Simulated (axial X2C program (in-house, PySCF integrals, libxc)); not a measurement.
**AlH: properties at the nuclei**

Aim: properties at the nuclei of AlH, with spin–orbit coupling in the Hamiltonian from the start.

The runs use an in-house X2C program for linear molecules on PySCF integrals; two-component X2C with atomic mean-field terms, Al dyall-av3z, H dyall-av3z.

All values are calculated.

## (1) Input

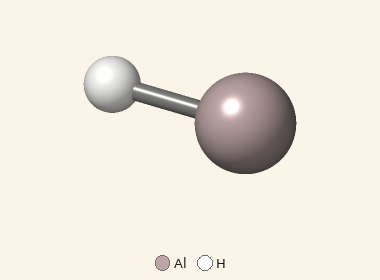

The two atoms at 1.580 Å (aluminium light grey, hydrogen white).

Contents of task.json:

```json
{
 "zs": [
  13,
  1
 ],
 "q": 0,
 "bas": [
  "dyall-av3z",
  "dyall-av3z"
 ],
 "r0": 1.58,
 "levels": [
  "PBE0",
  "HF",
  "B3LYP"
 ],
 "nst": 1,
 "ff": 1,
 "thr": -3.5,
 "nmax": 130,
 "opt": {
  "ecut": 60
 }
}
```

Keys: zs atomic numbers; q charge; bas basis sets; r0 starting distance in Å; levels methods (HF also brings MP2); nst determinants followed; ff finite-field run; thr threshold in hartree for freezing inner shells (an s shell follows its p shell); nmax most natural virtual spinors; ecut virtual cutoff in hartree.

On the command line:

```
> python soeom.py task.json out
```

Nuclei are Gaussian, cores are contracted, and the Gaunt term is on.

## (2) Expectation values, lowest determinant

R = 1.669 Å. State: Ω = 0 (closed shell).

Output of the PBE0 run:

```text
two-component X2C + atomic mean field  PBE0
basis functions 91  fitting functions 476  grid points 4354
iter        total energy     max residual
   1       -243.279244612     4.17e-06
   2       -243.279244614     1.72e-06
converged
one-electron -346.19323941  Coulomb 117.70092728  exact exchange -4.61684258  xc functional -14.26384285  nuclear repulsion 4.12181171  atomic mean-field constant -0.02805875
```

The highest occupied spinor is 46% Al p, 25% Al s, 19% H s.

```csv
level,qzz Al (a.u.),qzz H (a.u.),μ (D)
PBE0,-1.51,0.08,-0.13
HF,-1.48,0.08,0.00
B3LYP,-1.52,0.07,-0.28
```

qzz is the electric field gradient, eQq0 = 234.96 MHz × Q/barn × qzz; μ is positive if H is the positive end. The operators were transformed with the bare-nucleus X2C matrices.

## (3) Finite-field coupled cluster

Output:

```text
two-component X2C + atomic mean field  HF
basis functions 91  fitting functions 476  grid points 4354
iter        total energy     max residual
   1       -242.865929499     8.10e-02
   2       -242.872000059     2.95e-03
   3       -242.872205831     7.25e-04
   4       -242.872221719     1.51e-04
   5       -242.872222800     2.70e-05
   6       -242.872222827     8.55e-06
   7       -242.872222831     1.83e-06
   8       -242.872222832     4.00e-07
converged
one-electron -346.07783410  Coulomb 117.60718402  exact exchange -18.49532570  xc functional 0.00000000  nuclear repulsion 4.12181171  atomic mean-field constant -0.02805875
correlated 12  virtual 160  natural virtual 90  E(MP2) -0.187420480  MP2 remainder -0.001950312
iter   CCSD correlation   residual
   1     -0.197472001   1.17e-01
   2     -0.205291081   5.27e-02
   3     -0.205198798   1.32e-02
   4     -0.205331133   3.59e-03
   5     -0.205325397   9.09e-04
   6     -0.205317388   2.83e-04
   7     -0.205320816   1.01e-04
   8     -0.205320055   2.70e-05
   9     -0.205320092   6.77e-06
  10     -0.205320117   1.88e-06
  11     -0.205320140   8.36e-07
  12     -0.205320147   4.37e-07
(T) -0.002973246  T1 0.0121  D1 0.0265  max T2 0.109
```

T1 in the output is the amplitude norm over the root of the electron number; divide by √2 for the Lee–Taylor value.

12 electrons correlated in 90 natural virtual spinors, MP2 remainder added; T1 = 0.009.

```csv
level,qzz Al (a.u.),qzz H (a.u.),μ (D)
HF,-1.48,0.08,0.00
MP2,-1.45,0.08,-0.19
CCSD,-1.40,0.08,-0.20
CCSD(T),-1.39,0.08,-0.21
```

## (4) What came out

```
              quantity                 value
    lowest determinant  Ω = 0 (closed shell)
   qzz Al (a.u.), PBE0                 -1.51
    qzz H (a.u.), PBE0                  0.08
           μ (D), PBE0                 -0.13
qzz Al (a.u.), CCSD(T)                 -1.39
 qzz H (a.u.), CCSD(T)                  0.08
        μ (D), CCSD(T)                 -0.21
```

What this shows: The expectation values come from single determinants, which for open shells can mix terms of unlike spin or miss the lowest Ω, so a determinant need not be a state. qzz is the electric field gradient, eQq0 = 234.96 MHz × Q/barn × qzz; μ is positive if H is the positive end. The operators were transformed with the bare-nucleus X2C matrices. Correlation of the inner shells is missing, which matters for properties at the nucleus.
